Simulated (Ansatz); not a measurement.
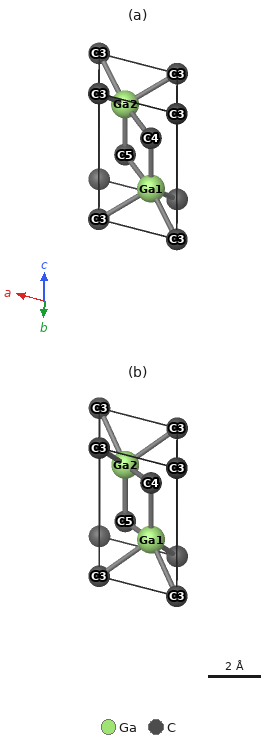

The structure of a crystal of Ga2C3 (built on the A-type sesquioxide_164 type) (coarse preliminary run) before (top) and after (bottom) a relaxation, at one scale.

The picture is a ball-and-stick view of the cell of the calculation, seen from a free direction.

Case: A-type sesquioxide type (P-3m1, No. 164).

Method: DFT PBE, scalar-relativistic, plane waves, PAW (Ansatz). Settings: plane-wave cutoff 420 eV; k-point mesh 6 × 6 × 4; occupations gaussian; smearing width 0.1 eV; no spin polarisation; cell and atoms relaxed; force threshold 0.04 eV/Å; at most 70 steps.

Question: What changed between the two?

Answer: The largest moves relative to the cell, 0.46 Å, are those of C4 and C5. C4 goes along +c. By element the largest moves are C 0.46 Å, Ga 0.23 Å. The drawn cell changes as follows: a = b 3.476 → 3.462 Å (−0.4 %), c 5.408 → 5.511 Å (+1.9 %); the volume changes by +1.1 %. Near-neighbour distances that change, for instance: Ga1–C4 2.163 → 2.433 Å, Ga1–C3 2.405 → 2.547 Å, Ga1–C5 2.093 → 2.000 Å. Bond angles that change, for instance: Ga1–C5–Ga2 106.5° → 87.7°, C4–Ga1–C5 73.5° → 92.3°, C5–Ga1–C5 112.3° → 119.8°. The space group stays P-3m1 (No. 164). After 10 accepted moves (11 points after the start) the energy has fallen by 0.550 eV per cell of the calculation. The largest force component goes from 0.93 to 0.034 eV/Å. The pressure goes from −1.44 to −0.06 GPa. The SCF was repeated once at an unchanged geometry on a basis and grid sized afresh for the cell, which shifted the energy by 1.3 meV per cell of the calculation at most. The run took 31 s on 1 thread of Arm Neoverse V1 (shared host), peak memory 0.33 GiB.
